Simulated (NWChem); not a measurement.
# CH3ClZn (ZnMeCl): PBE0/jorge-DZP-DKH (ZORA)

Aim: the energy difference between two shapes of CH3ClZn (ZnMeCl) at PBE0/jorge-DZP-DKH (ZORA), from 2 runs. 

Program for the calculation: NWChem 7.3.0.

4 further runs of the same task are left out: 4 that didn't finish.

### 1 The structure to begin with

CH3ClZn has 6 atoms, charge 0, and is taken as a singlet. SMILES: `[CH3][Zn][Cl]`. The shape comes from GFN2-xTB, which is rough for such elements, and wasn't checked as a minimum.

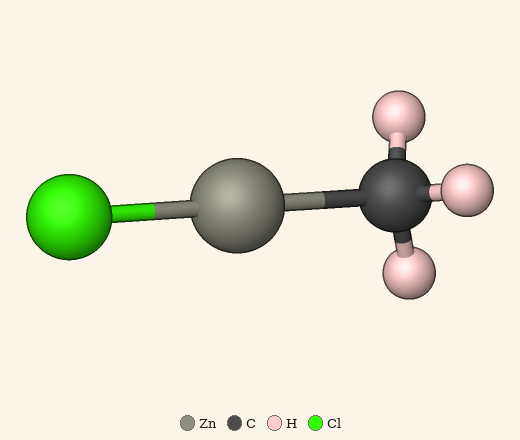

The structure, seen from a chosen angle (zinc grey, carbon dark grey, hydrogen pink, chlorine green).

### 2 The energy at PBE0/jorge-DZP-DKH (ZORA)

The input, run.py:

```python
from ase import Atoms
from ase.calculators.nwchem import NWChem

molecule = Atoms('ZnCHHHCl', positions=[
    [-0.011320, 0.018400, -1.177720],
    [0.003790, -0.000740, 0.832890],
    [-0.440720, 0.904000, 1.226720],
    [1.017410, -0.070840, 1.204440],
    [-0.557720, -0.846560, 1.208130],
    [-0.011430, -0.004260, -3.294460],
])

calc = NWChem(
    label='job',
    theory='dft',
    memory='2200 mb',
    basis='jorge-DZP-DKH',
    basispar='spherical bse',
    relativistic={'zora': 'on'},
    dft={'xc': 'pbe0', 'mult': '1', 'grid': 'coarse', 'convergence': 'energy 1e-07', 'iterations': '150'},
    task='energy',
)
molecule.calc = calc

print(f"energy = {molecule.get_potential_energy():.6f} eV")
print("dipole (e A):", molecule.get_dipole_moment().round(4))
```

Run with:

```console
$ export ASE_NWCHEM_COMMAND="nwchem PREFIX.nwi > PREFIX.nwo"
$ python run.py
```

The program printed:

```text
energy = -62705.296191 eV
dipole (e A): [-0.0021  0.0113  0.5464]
```

The calculator wrote job.nwi:

```
title "job"

permanent_dir job

scratch_dir job

start job

geometry units angstrom nocenter noautosym noautoz
  Zn -1.1320000000000000e-02 1.8400000000000000e-02 -1.1777200000000001e+00
  C  3.7900000000000000e-03 -7.3999999999999999e-04 8.3289000000000002e-01
  H  -4.4072000000000000e-01 9.0400000000000003e-01 1.2267200000000000e+00
  H  1.0174099999999999e+00 -7.0840000000000000e-02 1.2044400000000000e+00
  H  -5.5771999999999999e-01 -8.4655999999999998e-01 1.2081299999999999e+00
  Cl -1.1429999999999999e-02 -4.2599999999999999e-03 -3.2944599999999999e+00
end

memory 2200 mb

basis spherical bse noprint
   * library jorge-DZP-DKH
end

relativistic
  zora on
end
dft
  xc pbe0
  mult 1
  grid coarse
  convergence energy 1e-07
  iterations 150
end

task dft energy
```

job.nwo:

```text
Northwest Computational Chemistry Package (NWChem) 7.3.0
             --------------------------------------------------------

           Job information
           ---------------

    nwchem branch   = 7.3.0
    use scalapack   = T
    input           = job.nwi
    prefix          = job.
    data base       = job/job.db
    status          = startup
    nproc           =        1

           Memory information
           ------------------

    heap     =     72089596 doubles =      550.0 Mbytes
    stack    =     72089601 doubles =      550.0 Mbytes
    global   =    144179200 doubles =     1100.0 Mbytes (distinct from heap & stack)
    total    =    288358397 doubles =     2200.0 Mbytes
    verify   = yes
    hardfail = no

           Directory information
           ---------------------

  0 permanent = job
  0 scratch   = job

                                NWChem Input Module
                                -------------------

                                        job
                                        ---

 Scaling coordinates for geometry "geometry" by  1.889725989
 (inverse scale =  0.529177249)

                             Geometry "geometry" -> ""
                             -------------------------

 Output coordinates in angstroms (scale by  1.889725989 to convert to a.u.)

[... 19 lines left out ...]
            Nuclear Dipole moment (a.u.)
[... 77 lines left out ...]
          Convergence on density requested:  1.00D-05
[... 23 lines left out ...]
          Spatial weights used:  Erf1
[... 3 lines left out ...]
          Convergence aids based upon iterative change in
[... 30 lines left out ...]
 dft_zora_read: failed to openjob/job.zora_sf
[... 20 lines left out ...]
 1-e energy   =   -3607.663642
[... 11 lines left out ...]
   convergence    iter        energy       DeltaE   RMS-Dens  Diis-err    time
[... 15 lines left out ...]
      One electron energy =    -3642.808437266951
[... 1 line left out ...]
    Exchange-Corr. energy =     -106.346065008455
[... 8 lines left out ...]
                       DFT Final Molecular Orbital Analysis
[... 680 lines left out ...]
 Vector   97  Occ=0.000000D+00  E= 9.079737D+02
              MO Center= -1.1D-02, -4.3D-03, -3.3D+00, r^2= 6.8D-03
   Bfn.  Coefficient  Atom+Function         Bfn.  Coefficient  Atom+Function
  ----- ------------  ---------------      ----- ------------  ---------------
    75      2.300324  6 Cl s                 74     -1.705155  6 Cl s
    76     -1.320397  6 Cl s                 77      0.710976  6 Cl s
    78     -0.460038  6 Cl s                 79      0.205673  6 Cl s
    80     -0.125552  6 Cl s                 26     -0.041362  1 Zn pz

 center of mass
 --------------
 x =  -0.01756290 y =   0.01666998 z =  -2.93327869

 moments of inertia (a.u.)
 ------------------
         742.997828896841           0.002266093815          -2.051750272412
           0.002266093815         742.966386604979          -2.352639334829
          -2.051750272412          -2.352639334829          11.141418373903

     Multipole analysis of the density
     ---------------------------------

     L   x y z        total         alpha         beta         nuclear
     -   - - -        -----         -----         ----         -------
     0   0 0 0     -0.000000    -28.000000    -28.000000     56.000000

     1   1 0 0     -0.003920      0.463101      0.463101     -0.930123
[... 8 lines of this table left out ...]
     2   0 0 2    -35.304705   -436.711386   -436.711386    838.118066

 Task  times  cpu:        9.2s     wall:        9.2s
 Total times  cpu:        9.2s     wall:        9.2s
```

Wall time 10 s (1 thread of AMD EPYC 9R45 (Zen 5), shared host); peak memory 0.11 GiB.

### 3 The distorted shape

The input, mymol.nw:

```
echo
start mymol
memory total 2200 mb

geometry noautosym nocenter noautoz
 Zn   -0.050602   -0.091405   -1.233237
 C     0.140370   -0.059236    0.685989
 H    -0.401843    0.935602    1.021647
 H     0.937495   -0.162537    1.164409
 H    -0.575822   -0.957097    1.288453
 Cl    0.002900    0.033083   -3.257641
end

basis spherical bse
 Zn library jorge-DZP-DKH
 C library jorge-DZP-DKH
 H library jorge-DZP-DKH
 Cl library jorge-DZP-DKH
end

relativistic
 zora on
end

dft
 xc pbe0
 grid coarse
 convergence energy 1e-07
 iterations 150
 print medium
end

task dft
```

Run with:

```console
$ nwchem mymol.nw > mymol.out
```

The program printed:

```text
[...]
          Wavefunction type:  closed shell.
          No. of atoms     :     6
          No. of electrons :    56
[...]
          Charge           :     0
          Spin multiplicity:     1
[...]
          AO basis - number of functions:    97
[...]
              XC Information
              --------------
                         PBE0 Method XC Functional
                     Hartree-Fock (Exact) Exchange  0.250
          PerdewBurkeErnzerhof Exchange Functional  0.750
            Perdew 1991 LDA Correlation Functional  1.000 local
           PerdewBurkeErnz. Correlation Functional  1.000 non-local
[...]
 d= 0,ls=0.0,diis     1  -2302.6403419773 -2.53D+03  1.01D-02  5.59D+03     2.9
[...]
 d= 0,ls=0.0,diis    10  -2304.3315601969 -1.05D-08  3.35D-07  1.67D-09     9.3
[...]
         Total DFT energy =    -2304.331560196866
      One electron energy =    -3658.340983482512
           Coulomb energy =     1230.595861782294
    Exchange-Corr. energy =     -106.335943588477
 Nuclear repulsion energy =      229.749505091829
       Scaling correction =        9.817674425871
[...]
```

It took 9.9 s on 1 thread of AMD EPYC 9R45 (Zen 5), shared host; peak memory 0.11 GiB.

### 4 Outcome

Level: PBE0/jorge-DZP-DKH (ZORA).

| quantity | value |
| --- | --- |
| first shape: total energy | -2304.37715 Eh |
| first shape: dipole moment | 2.63 D |
| first shape: HOMO energy | -8.43 eV |
| first shape: LUMO energy | -0.52 eV |
| first shape: HOMO–LUMO gap | 7.91 eV |
| distorted shape: total energy | -2304.33156 Eh |
| distorted shape: dipole moment | 2.16 D |
| distorted shape: HOMO energy | -8.58 eV |
| distorted shape: LUMO energy | -0.43 eV |
| distorted shape: HOMO–LUMO gap | 8.15 eV |
| energy change with the atoms displaced | 1.241 eV |

In words: With the atoms displaced the energy rises by 1.24 eV (120 kJ/mol). The first shape isn't relaxed at this level, so the change isn't measured from a minimum.
